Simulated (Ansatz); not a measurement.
Bond-angle distributions (per cent of the angles at each element, bins of 10°) of a relaxed model of amorphous Ge20S40Ag at 2.99 g/cm³. Level of theory: PBE-D3(BJ), scalar-relativistic without spin-orbit coupling (plane waves to 420 eV, PAW; Ansatz, an electronic-structure program). In the spin-polarised cell the level spacing at the Fermi energy can part levels of unlike spin.

It comes from a melt-quench run on a machine-learned potential (CHGNet), relaxed afterwards by DFT. The hot cell started wider than the set density and was brought back towards it in steps. It is the lowest in DFT energy of 3 quenches. It is a model cell: composition and starting density were chosen by hand, and all elements were melted together. The geometry includes D3(BJ) dispersion. Its density started from a set value of 2.83 and ended at 2.99 g/cm³. The simulated quench (nominally 96 K/ps over its main leg) is rapid and tends to freeze in more defects than a deposited or slowly cooled glass has. A cell of this size samples the disorder only roughly. Volume and shape were free in the relaxation.

Neighbours within Ge-Ge 2.85 Å, Ge-S 2.76 Å, Ge-Ag 3.18 Å, S-S 2.39 Å, S-Ag 3.00 Å, Ag-Ag 3.48 Å count as bonded.

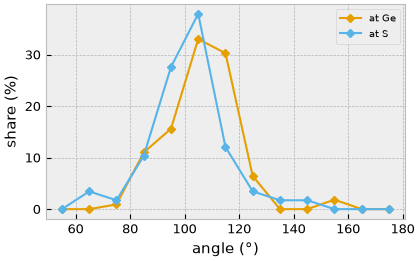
Bond-angle distributions

They go with these counts of neighbours within the cut-offs, cation contacts included: Ge mean 3.8, most often 4; S mean 2.2, most often 2.
